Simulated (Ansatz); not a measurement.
```yaml
atoms:
  - { symbol: O, position_ang: [-0.0584, -0.9621, 1.3374] }
  - { symbol: Ge, position_ang: [-0.0007, -0.0093, 0.0135] }
  - { symbol: H, position_ang: [-1.1355, 0.0677, -1.0271] }
  - { symbol: H, position_ang: [1.1947, 0.9037, -0.3239] }
```

Geometry: PBE0-D4/def2-TZVP.

Theory: Ansatz 0.2.0, RKS PBE0-D4/def2-TZVPP.

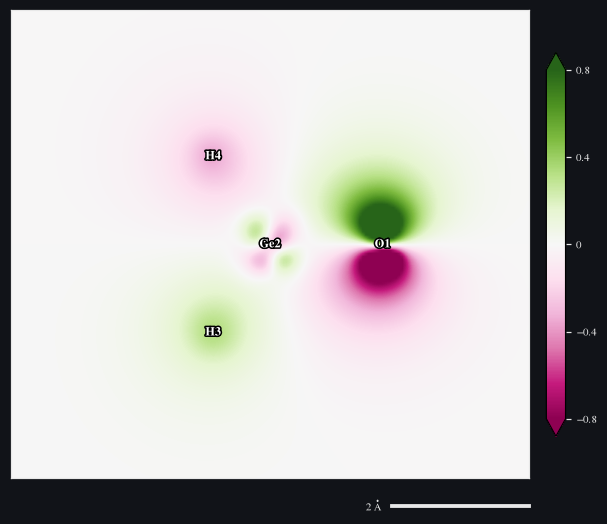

GeH2O (SMILES [O]=[GeH2]). One frontier orbital on the molecular plane (values in Å⁻³ᐟ²; the overall sign is arbitrary).

**Which orbital is it: HOMO or LUMO?**

The HOMO, at −7.79 eV. By Hirshfeld shares it lies mainly on O1 (about 75 %) and Ge2 (about 15 %); it is symmetric in the molecular plane (an in-plane orbital: σ, lone-pair or in-plane π type); largely a lone pair of O1.
